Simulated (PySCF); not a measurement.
# AlI: what the fields show

```xyz
2

Al    0.0000    0.0000   -2.1161
I     0.0000    0.0000    0.4499
```

Core potentials replace the inner electrons of I.

Computed with PBE0/def2-SVPD, non-relativistic Hamiltonian with scalar-relativistic core potentials where named, at a bond length of 2.566 Å (PySCF).

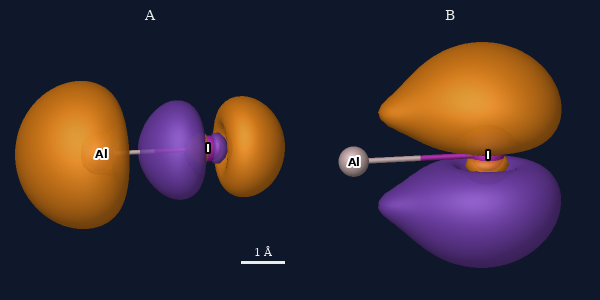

Figure 1. Two frontier orbitals, each drawn at the value that holds 80 % of its norm (orange and purple are the two phases), in no order; of a degenerate pair one member is drawn.

> Name the orbitals and rank them from lowest to highest energy.

Orbital B: π, occupied, −7.71 eV; mainly on I (90 %).
Orbital A: σ, occupied, −6.82 eV; shared between the atoms (Al 65 %, I 35 %).

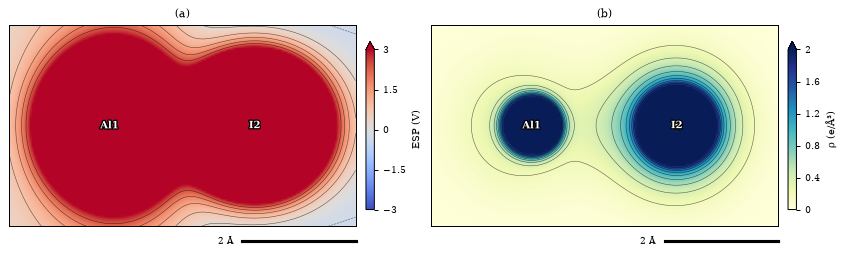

Figure 2. (a) electrostatic potential; (b) electron density on a plane that holds the molecular axis.

> Describe what can be read from this map.

- The plane passes through Al and I nuclei.
- Al–I (2.57 Å): the density is about 0.49 e/Å³ at the midpoint.
- Outside the dense part of the molecule the potential is most negative (−0.3 V) near I2.

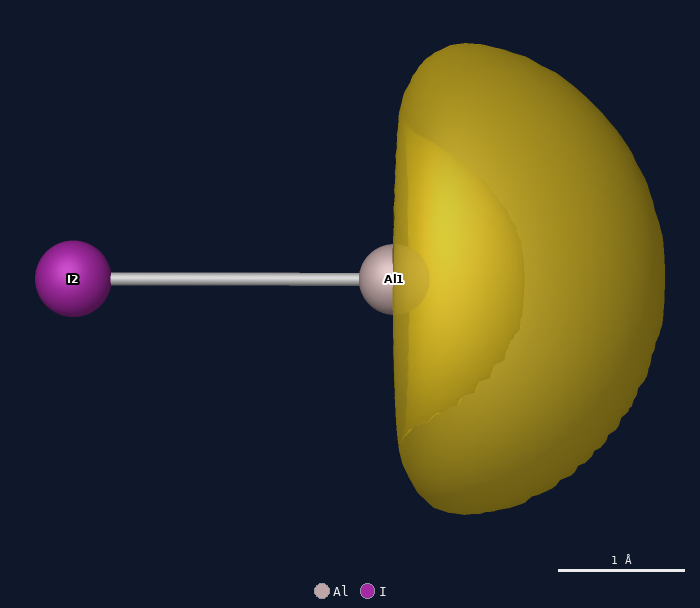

Figure 3. Isosurface of the ELF at 0.85 (yellow), seen from one side. Core shells and regions of very low density are left out.

> What do the ELF domains correspond to?

The surface consists of one lobe on Al, pointing away from the bonds (lone pairs). Along the contacts the grid gives the following. Al–I (2.57 Å): the ELF peaks at about 0.80 in the valence shell of I, 1.3 Å from its nucleus, and is about 0.80 at the midpoint.

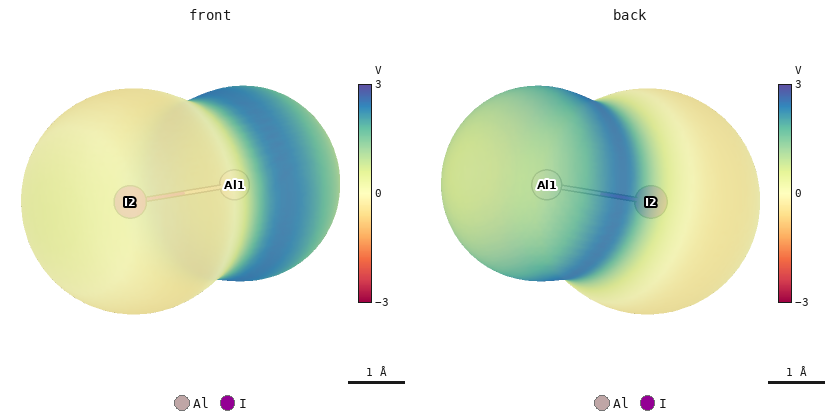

Figure 4. The electrostatic potential painted on the density surface at 0.004 e/bohr³, seen from the front and from behind; red is negative and blue positive.

> Where is the surface potential most negative and most positive?

The most negative region (about −0.3 V, or −7 kcal/mol for a unit charge) lies over I2, the most positive (about +2.5 V, or +58 kcal/mol for a unit charge) over Al1. I2 shows a σ-hole: about +0.4 V, or +9 kcal/mol for a unit charge at the tip opposite its bond, against about −0.3 V on its flanks.
